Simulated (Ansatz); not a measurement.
# Equilibrium of SiBr4 + CHClF2 ⇌ SiHBr3 + CBrClF2 at process temperatures

Species: SiBr4 (tetrabromosilane) `Br[Si](Br)(Br)Br`, singlet; CHClF2 (difluorochloromethane) `FC(F)Cl`, singlet; SiHBr3 `Br[SiH](Br)Br`, singlet; CBrClF2 `FC(F)(Cl)Br`, singlet. The partners trade Br for H: Si–Br and C–H bonds give way to Si–H and C–Br.

The electronic reaction energy at CCSD(T)/def2-TZVPP is +160.7 kJ/mol. Shapes: PBE0-D4/def2-TZVP. Programs: Ansatz 0.2.0. Enthalpy and entropy come from rigid-rotor, harmonic-oscillator sums on unscaled PBE0-D4/def2-TZVP wavenumbers, ideal gases at 1 bar. Symmetry numbers: SiBr4 12, CHClF2 1, SiHBr3 3, CBrClF2 1. R = 8.3145 J/(mol K).

| T (K) | ΔH (kJ/mol) | ΔS (J/(mol K)) |
| --- | --- | --- |
| 800 | +152.5 | +12.9 |
| 1100 | +153.8 | +14.3 |
| 1400 | ? | ? |

Work out ln K at 800 and 1100 K, and from these estimate it at 1400 K.


1. 800 K: ΔG = +152.5 − 800 × (+12.9)/1000 = +142.2 kJ/mol; ln K = −ΔG/RT = -21.38.
2. 1100 K: ΔG = +153.8 − 1100 × (+14.3)/1000 = +138.1 kJ/mol; ln K = −ΔG/RT = -15.10.
3. Slope against 1000/T: (-15.10 − (-21.38))/(0.9091 − 1.2500) = -18.42, that is −ΔH/R with ΔH near +153 kJ/mol.
4. 1400 K: ln K = -21.38 + (-18.42) × (0.7143 − 1.2500) = -11.51.

The full sums give ΔH = +154.8 kJ/mol, ΔS = +15.1 J/(mol K), ΔG = +133.7 kJ/mol and ln K = -11.49 at 1400 K, so the line is off by -0.02 in ln K; without rounding the miss is -0.03, from the change of ΔH with temperature. The reactants are favoured over this whole range. An error of 10 kJ/mol in the energy moves ln K by 0.9 at 1400 K. Soft modes are treated as harmonic, which can err either way at these temperatures; the lowest are those of SiBr4 (85 cm⁻¹), SiHBr3 (106 cm⁻¹), CBrClF2 (214 cm⁻¹). Relativity is left out for Br. Outer-core shells of Br are correlated, in sets that cover them unevenly.

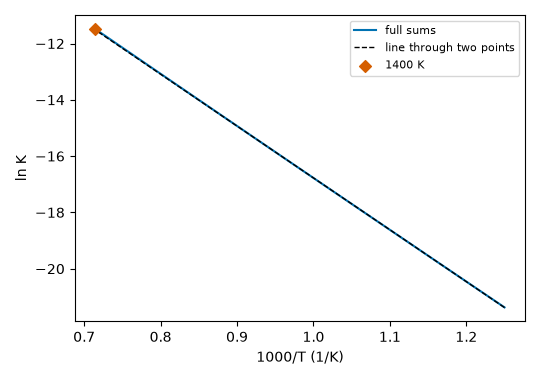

The van 't Hoff plot.
